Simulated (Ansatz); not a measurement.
# F$_{5}$HOW···H$_{2}$: what the fields show

```yaml
atoms:
  - { symbol: W, position_ang: [-0.1135, -0.1075, -0.0637] }
  - { symbol: O, position_ang: [-0.1435, -0.0355, 1.8290] }
  - { symbol: H, position_ang: [-0.6786, -0.2473, 2.6047] }
  - { symbol: F, position_ang: [1.7372, -0.1312, -0.1714] }
  - { symbol: F, position_ang: [-0.1006, 1.7362, -0.2783] }
  - { symbol: F, position_ang: [-1.9787, -0.0926, -0.0541] }
  - { symbol: F, position_ang: [-0.1137, -1.9692, -0.0308] }
  - { symbol: F, position_ang: [-0.2535, -0.2651, -1.9078] }
  - { symbol: H, position_ang: [1.6407, 1.7509, 1.3789] }
  - { symbol: H, position_ang: [1.4332, 1.5162, 2.0226] }
```

Core potentials replace the inner electrons of W; not at a stationary point (largest force 1.7 eV/Å).

Method: RKS B3LYP-D4/def2-SVP (Ansatz 0.2.0).

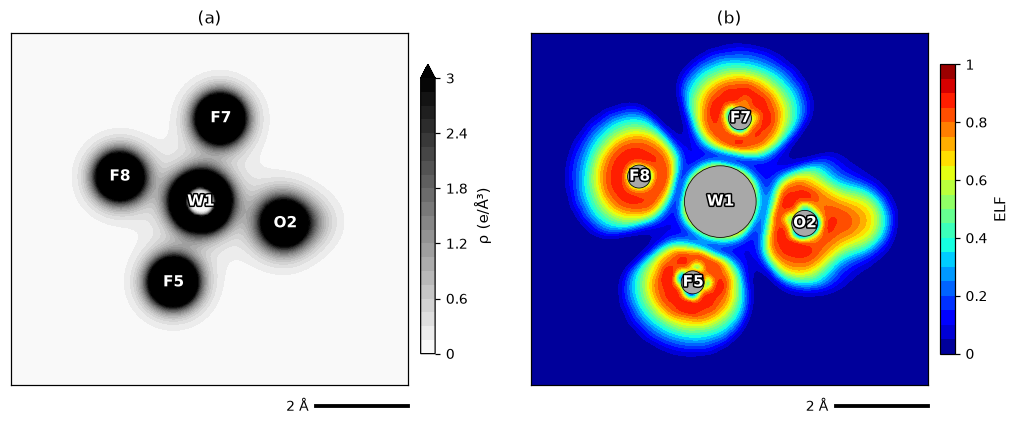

Figure 1. (a) electron density; (b) electron localisation function on the plane of atoms O2, W1 and F7. Grey discs cover the atomic cores in the ELF map.

Describe what can be read from this map.

Answer.
- The section cuts through W, O and F sites.
- W–F (1.86 Å): ρ is about 1.1 e/Å³ halfway; the ELF peaks at about 0.80 in the valence shell of F, 0.6 Å from its nucleus, and drops to about 0.25 between the two atoms.
- W–O (1.89 Å): ρ at the midpoint is about 1.1 e/Å³; the ELF peaks at about 0.80 in the valence shell of O, 0.6 Å from its nucleus, and drops to about 0.25 between the two atoms.

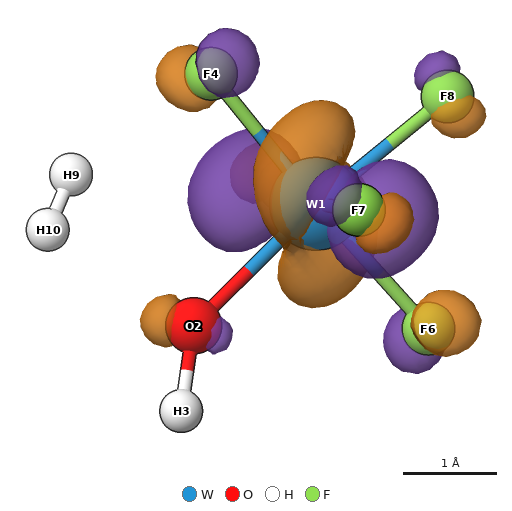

Figure 2. The LUMO at ±0.2 Å⁻³ᐟ² (orange and purple are the two phases), seen at a tilt.

What is the character of this orbital?

Answer. It lies mainly on W1 (about 65 %), F4 (about 5 %) and F6 (about 5 %). Its energy is −4.48 eV.

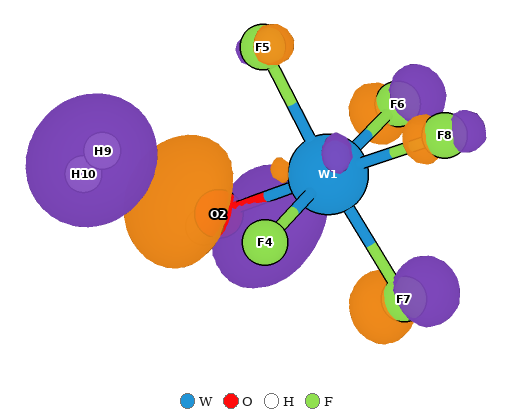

Figure 3. One frontier orbital at ±0.15 Å⁻³ᐟ² (orange and purple are the two phases), seen from one side.

Which orbital is it: HOMO or LUMO?

Answer. The HOMO, at −10.64 eV. It lies mainly on O2 (about 50 %), H9 (about 15 %), H10 (about 10 %), F7 (about 5 %) and W1 (about 5 %).
